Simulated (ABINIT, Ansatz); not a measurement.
# Converging GW for KRb2BiF6 (Fm-3m) in ABINIT

Aim: raise bands and screening cutoff together for KRb2BiF6 (Fm-3m) and follow gap and time.

Main program and level: ABINIT 10.8.3; LDA and many-body steps on it, plane waves.

**1. Starting point**

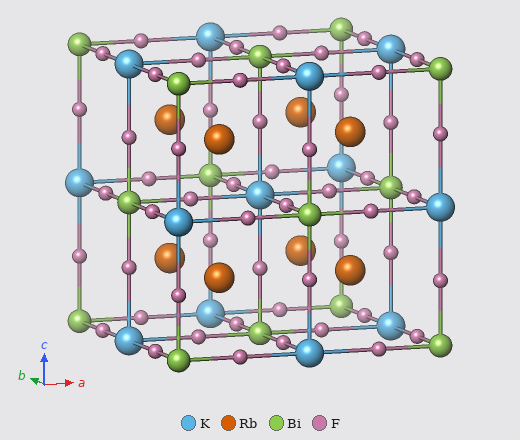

Start, viewed slightly off an axis; potassium blue, rubidium orange, bismuth green, fluorine pink. This picture shows the conventional cell, with its axes. Some periodic images of atoms are drawn too.

Structure file:

```cif
data_structure
_symmetry_space_group_name_H-M 'P 1'
_symmetry_Int_Tables_number 1
_cell_length_a 6.6249
_cell_length_b 6.6249
_cell_length_c 6.6249
_cell_angle_alpha 60.000
_cell_angle_beta 60.000
_cell_angle_gamma 60.000
_cell_volume 205.60
loop_
_atom_site_label
_atom_site_type_symbol
_atom_site_fract_x
_atom_site_fract_y
_atom_site_fract_z
_atom_site_occupancy
K1 K 0.50000 0.50000 0.50000 1
Rb2 Rb 0.25000 0.25000 0.25000 1
Rb3 Rb 0.75000 0.75000 0.75000 1
Bi4 Bi 0.00000 0.00000 0.00000 1
F5 F 0.76500 0.23500 0.23500 1
F6 F 0.23500 0.76500 0.23500 1
F7 F 0.23500 0.76500 0.76500 1
F8 F 0.76500 0.23500 0.76500 1
F9 F 0.23500 0.23500 0.76500 1
F10 F 0.76500 0.76500 0.23500 1
```

The cell and positions come from the Crystallography Open Database and are kept as given unless a step says otherwise. Spin-orbit coupling is left out unless a step names it.

**2. Empty states on the mesh, 2×2×2 mesh, 562 bands**

This step: ABINIT 10.8.3; DFT, LDA, plane waves, norm-conserving pseudopotentials.

The sums over transitions need many empty states on a uniform mesh; this step solves for them.

File run.abi:

```
acell 3*1.0 Angstrom
rprim 
  -0.000000000000 4.684500000000 4.684500000000
  4.684500000000 -0.000000000000 4.684500000000
  4.684500000000 4.684500000000 -0.000000000000
ntypat 4
znucl 19 37 83 9
natom 10
typat 1 2 2 3 4 4 4 4 4 4
xred 
  0.500000000000 0.500000000000 0.500000000000
  0.250000000000 0.250000000000 0.250000000000
  0.750000000000 0.750000000000 0.750000000000
  -0.000000000000 0.000000000000 -0.000000000000
  0.765000000000 0.235000000000 0.235000000000
  0.235000000000 0.765000000000 0.235000000000
  0.235000000000 0.765000000000 0.765000000000
  0.765000000000 0.235000000000 0.765000000000
  0.235000000000 0.235000000000 0.765000000000
  0.765000000000 0.765000000000 0.235000000000
pp_dirpath "pseudos"
pseudos "K.upf, Rb.upf, Bi.upf, F.upf"
ecut 36
ngkpt 2 2 2
nshiftk 1
shiftk 0 0 0
kptopt 1
chksymbreak 0
iscf -2
irdden 1
istwfk *1
nband 562
nbdbuf 50
tolwfr 1e-09
nstep 60
prtvol 0
indata_prefix "in"
outdata_prefix "out"
tmpdata_prefix "tmp"
```

Launch:

```
$ OMP_NUM_THREADS=1 mpirun -n 8 abinit run.abi > log
```

Numbers of over 12 decimals in the logs are rounded to 6 here.

Output:

```text
.Version 10.8.3 of ABINIT. v10.8.2 released Aug 2026.

 Symmetries : space group Fm -3 m (#225); Bravais cF (face-center cubic)
[... echo of the input left out ...]
== DATASET  1 ==================================================================
-   mpi_nproc: 8, omp_nthreads: 1 (-1 if OMP is not activated)
-    --> not optimal distribution: autoparal keyword recommended in input file <--

--- !DatasetInfo
iteration_state: {dtset: 1, }
dimensions: {natom: 10, nkpt: 3, mband: 562, nsppol: 1, nspinor: 1, nspden: 1, mpw: 14344, }
cutoff_energies: {ecut:  36.0, pawecutdg:  -1.0, }
[...]
3.65447    3.65448    3.65448    3.67773    3.67777    3.68591    3.68593    3.68593
   3.68594    3.68596    3.72279    3.77095    3.77333    3.77579    3.78020    3.78626
   3.78909    3.79786
 prteigrs : prtvol=0 or 1, do not print more k-points.

== END DATASET(S) ==============================================================
================================================================================

 -outvars: echo values of variables after computation  --------
            nband         562
             nkpt           3
          spgroup         225
 [... the other variables as echoed above ...]

 Calculation completed.
```

The job ended after 33 min (8 MPI ranks of Arm Neoverse N1, shared host; peak memory 1.4 GiB; 4.2 h of CPU time).

Numbers from this step:

```yaml
gap: 4.376 eV
k_of_the_valence_top: 0.5, 0, 0
k_of_the_conduction_bottom: 0, 0, 0
least_direct_gap: 4.591 eV
k_points_computed: 3
lowest_point_of_the_top_converged_band_above_the_valence_top: 93.9266 eV
```

On this mesh the gap is 4.376 eV.

The density comes from a self-consistent run that is not shown.

**3. Screening, 2×2×2 mesh, 104 bands, screening to 76.2 eV**

The RPA dielectric matrix is built and inverted for each q.

This step: RPA screening on LDA, plane waves, norm-conserving pseudopotentials.

run.abi, as its differences from that of step 2:

```diff
@@ -28,10 +28,11 @@
 chksymbreak 0
-iscf -2
-irdden 1
 istwfk *1
-nband 562
-nbdbuf 50
-tolwfr 1e-09
-nstep 60
-prtvol 0
+occopt 1
+irdwfk 1
+optdriver 3
+nband 104
+ecuteps 2.8
+inclvkb 2
+awtr 1
+symchi 1
 indata_prefix "in"
```

Output:

```text
.Version 10.8.3 of ABINIT. v10.8.2 released Aug 2026.

 Symmetries : space group Fm -3 m (#225); Bravais cF (face-center cubic)
[... echo of the input left out ...]
== DATASET  1 ==================================================================
-   mpi_nproc: 8, omp_nthreads: 1 (-1 if OMP is not activated)

--- !DatasetInfo
iteration_state: {dtset: 1, }
dimensions: {natom: 10, nkpt: 3, mband: 104, nsppol: 1, nspinor: 1, nspden: 1, mpw: 14344, }
cutoff_energies: {ecut:  36.0, pawecutdg:  -1.0, }
electrons: {nelect:   9.20000000E+01, charge:   0.00000000E+00, occopt:   1.00000000E+00, tsmear:   1.00000000E-02, }

 SCREENING: Calculation of the susceptibility and dielectric matrices

 Based on a program developped by R.W. Godby, V. Olevano, G. Onida, and L. Reining.
 Incorporated in ABINIT by V. Olevano, G.-M. Rignanese, and M. Torrent.
.Using double precision arithmetic ; gwpc =  8

[... cell and pseudopotentials left out ...]
--------------------------------------------------------------------------------

 ==== K-mesh for the wavefunctions ====
 Number of points in the irreducible wedge :     3
[... list of points left out ...]
 Together with 48 symmetry operations and time-reversal symmetry
 yields     8 points in the full Brillouin Zone.

 ==== Q-mesh for the screening function ====
 Number of points in the irreducible wedge :     3
[... list of points left out ...]
 Together with 48 symmetry operations and time-reversal symmetry
 yields     8 points in the full Brillouin Zone.

 setmesh: FFT mesh size selected  =    45x   45x   45
          total number of points  =        91125

 vcoul_init : cutoff-mode = AUXILIARY_FUNCTION
 q-points for optical limit:   1
     1)      0.000010    0.000020    0.000030

- screening: taking advantage of time-reversal symmetry
- Maximum band index for partially occupied states nbvw = 46
- Remaining bands to be divided among processors   nbcw = 58
- Number of bands treated by each node ~7

 Number of electrons calculated from density =   92.0000; Expected =   92.0000
 average of density, n =  0.066309
 r_s =    1.5327
 omega_plasma =   24.8394 [eV]

 calculating chi0 at frequencies [eV] :
  1    0.000000E+00    0.000000E+00
  2    0.000000E+00    2.483941E+01

--------------------------------------------------------------------------------
  q-point number  1        q = ( 0.000000, 0.000000, 0.000000) [r.l.u.]
--------------------------------------------------------------------------------
[... chi0 elements left out ...]
 For q-point:  0.000010 0.000020 0.000030
  dielectric constant =   2.1638
  dielectric constant without local fields =   2.4870

  Average fulfillment of the sum rule on Im[epsilon] for q-point    1 :     27.46  [%]
[... wings left out ...]
  q-point number  2        q = ( 0.500000, 0.000000, 0.000000) [r.l.u.]
--------------------------------------------------------------------------------
[... chi0 elements left out ...]
  Average fulfillment of the sum rule on Im[epsilon] for q-point    2 :     32.92  [%]

 [... 1 further q-points ...]
```

Run time: 80 s. Hardware: 8 MPI ranks; peak memory 4.3 GiB.

Numbers from this step:

```yaml
eps_infinity_with_local_fields_on_this_mesh_along_the_program_s_q_direction: 2.164
the_same_without_local_fields: 2.487
plasma_frequency: 24.84 eV
plane_waves_in_the_screening_matrix: 331
```

Local fields lower ε∞ by 13 %. On a Γ-centred mesh this coarse the value itself is usually too large, while a short band sum pulls it down.

**4. 104 bands, 76.2 eV**

The self-energy is evaluated for the states that the input lists, and the levels follow from it, in one-shot runs by the linearised quasiparticle equation.

This step: G0W0 on LDA, plane waves, norm-conserving pseudopotentials.

run.abi, as its differences from that of step 3:

```diff
@@ -31,8 +31,17 @@
 irdwfk 1
-optdriver 3
+optdriver 4
 nband 104
+gwcalctyp 0
+ecutsigx 36
+symsigma 1
+nkptgw 2
+kptgw 
+  0.5000000000 0.0000000000 0.0000000000
+  0.0000000000 0.0000000000 0.0000000000
+bdgw 
+  45 49
+  43 50
 ecuteps 2.8
-inclvkb 2
-awtr 1
-symchi 1
+irdscr 1
+ppmodel 1
 indata_prefix "in"
```

Output:

```text
.Version 10.8.3 of ABINIT. v10.8.2 released Aug 2026.

 Symmetries : space group Fm -3 m (#225); Bravais cF (face-center cubic)
[... echo of the input left out ...]
== DATASET  1 ==================================================================
-   mpi_nproc: 8, omp_nthreads: 1 (-1 if OMP is not activated)

--- !DatasetInfo
iteration_state: {dtset: 1, }
dimensions: {natom: 10, nkpt: 3, mband: 104, nsppol: 1, nspinor: 1, nspden: 1, mpw: 14344, }
cutoff_energies: {ecut:  36.0, pawecutdg:  -1.0, }
electrons: {nelect:   9.20000000E+01, charge:   0.00000000E+00, occopt:   1.00000000E+00, tsmear:   1.00000000E-02, }

 SIGMA: Calculation of the GW corrections

 Based on a program developped by R.W. Godby, V. Olevano, G. Onida, and L. Reining.
 Incorporated in ABINIT by V. Olevano, G.-M. Rignanese, and M. Torrent.
.Using double precision arithmetic ; gwpc =  8

[... cell and pseudopotentials left out ...]
--------------------------------------------------------------------------------

 ==== K-mesh for the wavefunctions ====
 Number of points in the irreducible wedge :     3
[... list of points left out ...]
 Together with 48 symmetry operations and time-reversal symmetry
 yields     8 points in the full Brillouin Zone.

 ==== Q-mesh for screening function ====
 Number of points in the irreducible wedge :     3
[... list of points left out ...]
 Together with 48 symmetry operations and time-reversal symmetry
 yields     8 points in the full Brillouin Zone.

 vcoul_init : cutoff-mode = AUXILIARY_FUNCTION
 q-points for optical limit:   1
     1)      0.000010    0.000020    0.000030
 setmesh: FFT mesh size selected  =    72x   72x   72
          total number of points  =       373248

 Number of electrons calculated from density =   92.0000; Expected =   92.0000
 average of density, n =  0.066309
 r_s =    1.5327
 omega_plasma =   24.8394 [eV]

 === KS Band Gaps ===
  >>>> For spin  1
   Minimum direct gap =   4.5911 [eV], located at k-point      :   0.5000  0.0000  0.0000
   Fundamental gap    =   4.3761 [eV], Top of valence bands at :   0.5000  0.0000  0.0000
                                       Bottom of conduction at :   0.0000  0.0000  0.0000
 SIGMA fundamental parameters:
 PLASMON POLE MODEL  1
 number of plane-waves for SigmaX                14331
 number of plane-waves for SigmaC and W            331
 number of plane-waves for wavefunctions         14331
 number of bands                                   104
 number of independent spin polarizations            1
 number of spinorial components                      1
 number of k-points in IBZ                           3
 number of q-points in IBZ                           3
 number of symmetry operations                      48
 number of k-points in BZ                            8
 number of q-points in BZ                            8
 number of frequencies for dSigma/dE                 9
 frequency step for dSigma/dE [eV]                0.25
 number of omega for Sigma on real axis              0
 max omega for Sigma on real axis  [eV]           0.00
 zcut for avoiding poles [eV]                     0.10

 EPSILON^-1 parameters (SCR file):
 dimension of the eps^-1 matrix on file            331
 dimension of the eps^-1 matrix used               331
 number of plane-waves for wavefunctions         14331
 number of bands                                   104
 number of q-points in IBZ                           3
 number of frequencies                               2
 number of real frequencies                          1
 number of imag frequencies                          1

 matrix elements of self-energy operator (all in [eV])

 Perturbative Calculation

--- !SelfEnergy_ee
iteration_state: {dtset: 1, }
kpoint     : [   0.500,    0.000,    0.000, ]
spin       : 1
KS_gap     :    4.591
QP_gap     :    7.729
Delta_QP_KS:    3.138
data: !SigmaeeData |
     Band     E0 <VxcDFT>   SigX SigC(E0)      Z dSigC/dE  Sig(E)    E-E0       E
       45  -1.465 -21.669 -29.057   5.330   0.779  -0.284 -23.272  -1.603  -3.068
       46   0.959 -22.079 -26.483   3.466   0.818  -0.222 -22.847  -0.767   0.192
       47   5.550 -11.877  -7.411  -1.770   0.880  -0.137  -9.506   2.371   7.921
       48   6.455 -14.195  -9.455  -1.532   0.870  -0.149 -11.404   2.790   9.245
       49   6.455 -14.195  -9.455  -1.532   0.870  -0.149 -11.404   2.790   9.245

--- !SelfEnergy_ee
iteration_state: {dtset: 1, }
kpoint     : [   0.000,    0.000,    0.000, ]
spin       : 1
KS_gap     :    4.885
QP_gap     :    7.758
Delta_QP_KS:    2.874
data: !SigmaeeData |
     Band     E0 <VxcDFT>   SigX SigC(E0)      Z dSigC/dE  Sig(E)    E-E0       E
       43  -1.366 -21.904 -29.292   5.350   0.779  -0.284 -23.491  -1.587  -2.954
[...]
48   6.188 -13.061  -8.374  -1.623   0.876  -0.142 -10.378   2.683   8.871
       49   6.188 -13.061  -8.374  -1.623   0.876  -0.142 -10.378   2.683   8.871
       50   6.188 -13.061  -8.374  -1.623   0.876  -0.142 -10.378   2.683   8.871

== END DATASET(S) ==============================================================
================================================================================

 -outvars: echo values of variables after computation  --------
           etotal      0.0000000000E+00
            nband         104
             nkpt           3
          spgroup         225
 [... the other variables as echoed above ...]

 Calculation completed.
```

It took 25 s on 8 MPI ranks; peak memory 3.9 GiB; 3.1 min of CPU time.

This step gave:

* G0W0 gap on the points computed: 7.232 eV
* starting gap on the mesh: 4.376 eV
* k of the valence top: 0.5, 0, 0
* k of the conduction bottom: 0, 0, 0
* Z at the valence top: 0.818
* Z at the conduction bottom: 0.892
* least direct G0W0 gap on the computed points: 7.729 eV

The gap on the mesh goes from 4.38 eV to 7.23 eV, a correction of +2.86 eV.

**5. Screening, 2×2×2 mesh, 236 bands, screening to 141.5 eV**

This step: RPA screening on LDA, plane waves, norm-conserving pseudopotentials.

run.abi, as its differences from that of step 4:

```diff
@@ -31,17 +31,8 @@
 irdwfk 1
-optdriver 4
-nband 104
-gwcalctyp 0
-ecutsigx 36
-symsigma 1
-nkptgw 2
-kptgw 
-  0.5000000000 0.0000000000 0.0000000000
-  0.0000000000 0.0000000000 0.0000000000
-bdgw 
-  45 49
-  43 50
-ecuteps 2.8
-irdscr 1
-ppmodel 1
+optdriver 3
+nband 236
+ecuteps 5.2
+inclvkb 2
+awtr 1
+symchi 1
 indata_prefix "in"
```

Output:

```text
.Version 10.8.3 of ABINIT. v10.8.2 released Aug 2026.

 Symmetries : space group Fm -3 m (#225); Bravais cF (face-center cubic)
[... echo of the input left out ...]
== DATASET  1 ==================================================================
-   mpi_nproc: 8, omp_nthreads: 1 (-1 if OMP is not activated)

--- !DatasetInfo
iteration_state: {dtset: 1, }
dimensions: {natom: 10, nkpt: 3, mband: 236, nsppol: 1, nspinor: 1, nspden: 1, mpw: 14344, }
cutoff_energies: {ecut:  36.0, pawecutdg:  -1.0, }
electrons: {nelect:   9.20000000E+01, charge:   0.00000000E+00, occopt:   1.00000000E+00, tsmear:   1.00000000E-02, }

 SCREENING: Calculation of the susceptibility and dielectric matrices

 Based on a program developped by R.W. Godby, V. Olevano, G. Onida, and L. Reining.
 Incorporated in ABINIT by V. Olevano, G.-M. Rignanese, and M. Torrent.
.Using double precision arithmetic ; gwpc =  8

[... cell and pseudopotentials left out ...]
--------------------------------------------------------------------------------

 ==== K-mesh for the wavefunctions ====
 Number of points in the irreducible wedge :     3
[... list of points left out ...]
 Together with 48 symmetry operations and time-reversal symmetry
 yields     8 points in the full Brillouin Zone.

 ==== Q-mesh for the screening function ====
 Number of points in the irreducible wedge :     3
[... list of points left out ...]
 Together with 48 symmetry operations and time-reversal symmetry
 yields     8 points in the full Brillouin Zone.

 setmesh: FFT mesh size selected  =    48x   48x   48
          total number of points  =       110592

 vcoul_init : cutoff-mode = AUXILIARY_FUNCTION
 q-points for optical limit:   1
     1)      0.000010    0.000020    0.000030

- screening: taking advantage of time-reversal symmetry
- Maximum band index for partially occupied states nbvw = 46
- Remaining bands to be divided among processors   nbcw = 190
- Number of bands treated by each node ~23

 Number of electrons calculated from density =   92.0000; Expected =   92.0000
 average of density, n =  0.066309
 r_s =    1.5327
 omega_plasma =   24.8394 [eV]

 calculating chi0 at frequencies [eV] :
  1    0.000000E+00    0.000000E+00
  2    0.000000E+00    2.483941E+01

--------------------------------------------------------------------------------
  q-point number  1        q = ( 0.000000, 0.000000, 0.000000) [r.l.u.]
--------------------------------------------------------------------------------
[... chi0 elements left out ...]
 For q-point:  0.000010 0.000020 0.000030
  dielectric constant =   2.2111
  dielectric constant without local fields =   2.5834

  Average fulfillment of the sum rule on Im[epsilon] for q-point    1 :     54.31  [%]
[... wings left out ...]
  q-point number  2        q = ( 0.500000, 0.000000, 0.000000) [r.l.u.]
--------------------------------------------------------------------------------
[... chi0 elements left out ...]
  Average fulfillment of the sum rule on Im[epsilon] for q-point    2 :     59.04  [%]

 [... 1 further q-points ...]
```

The job ended after 5.4 min (8 MPI ranks; peak memory 5.6 GiB; 41 min of CPU time).

This step gave:

| Property | Result |
| --- | --- |
| ε∞ with local fields, on this mesh, along the program's q direction | 2.211 |
| the same without local fields | 2.583 |
| plasma frequency | 24.84 eV |
| plane waves in the screening matrix | 749 |

[end of part 1 of 2]

[Paths, hosts, dates, memory and timing lines, banners, echoed tables and standing remarks are left out of the program output.]

[Logs are printed without paths, hosts, clocks, repeated set-up lines and the standing remarks that a program may print on its own settings, such as how far it seeks lower states.]

[Runs of the session that timed out or met a known fault of the program may be left out.]

[Hosts, paths, dates, database ids (printed as entryN), source tags and the programs' standing remarks are cut or masked in the printed files.]

[G0W0 gaps are taken among the corrected bands and points alone; a level outside them can change the order at an edge.]

[Where Ansatz stands beside ABINIT at settings called matched, ABINIT's density can come from a denser mesh and the files from another edition; pairs whose starting gaps differed by over 0.03 eV were left out, so agreement reads better than it is.]
